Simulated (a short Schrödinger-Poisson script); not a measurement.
Structure: symmetric double-gate stack, Al2O3 on p-type Ge(100), at 400 K.

```
layer  material  thickness (nm)  Na (cm⁻³)
-----  --------  --------------  ---------
1         Al2O3             6.7          -
2            Ge               4       6e16
3         Al2O3             6.7          -
```

Constants are typed, rounded textbook-type inputs, not results; the design itself was drawn at random and stands for no fabricated device. Al2O3: permittivity 9, conduction-band edge (eV) 2.65, gap (eV) 6.8, electron mass (mₑ) 0.3. Ge: permittivity 16, conduction-band edge (eV) 0, gap (eV) 0.664, Nv at 300 K (cm⁻³) 6e18.

Channel valleys (confinement mass, in-plane density-of-states mass, number): L4 0.12, 0.295, 4. At the gates, both at one voltage, the conduction-band edge of layer 1 lies 2.66 eV − eVg above the Fermi level of the channel. Gaps are held at their typed values at every temperature. Mesh 0.03 nm at interfaces.

From a short Schrödinger-Poisson script (our own, NumPy): 1D Poisson equation in equilibrium, electrons quantum, Hartree (BenDaniel-Duke, 12 states a valley, the channel's in-plane mass for all, wave functions free to enter the dielectric), parabolic valleys, classical holes, full ionisation, no traps, pinning or gate leakage.

Only gate voltages with over 1e8 electrons/cm² are shown.

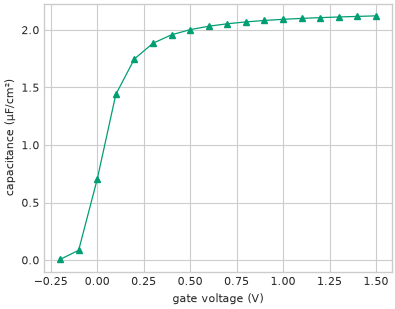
Quasi-static capacitance against gate voltage

| Vg (V) | electrons (cm⁻²) | C (μF/cm²) | L4 E0 (meV) | L4 E1 (meV) |
|---|---|---|---|---|
| -0.2 | 1.07e9 | 0.00507 | 333.4 | 705.7 |
| 0 | 2.21e11 | 0.702 | 149.4 | 521.3 |
| 0.2 | 1.92e12 | 1.75 | 73.2 | 442.1 |
| 0.4 | 4.26e12 | 1.96 | 43.3 | 408.2 |
| 0.6 | 6.76e12 | 2.03 | 24.7 | 385.4 |
| 0.8 | 9.32e12 | 2.07 | 10.8 | 367.1 |
| 1 | 1.19e13 | 2.09 | -0.6 | 351.4 |
| 1.2 | 1.45e13 | 2.11 | -10.4 | 337.2 |
| 1.4 | 1.72e13 | 2.12 | -19.2 | 324.1 |

Subbands count from the Fermi level. The capacitance is that of both gates.

Only the L valleys are kept; under strong confinement the Δ valleys of Ge fill too.
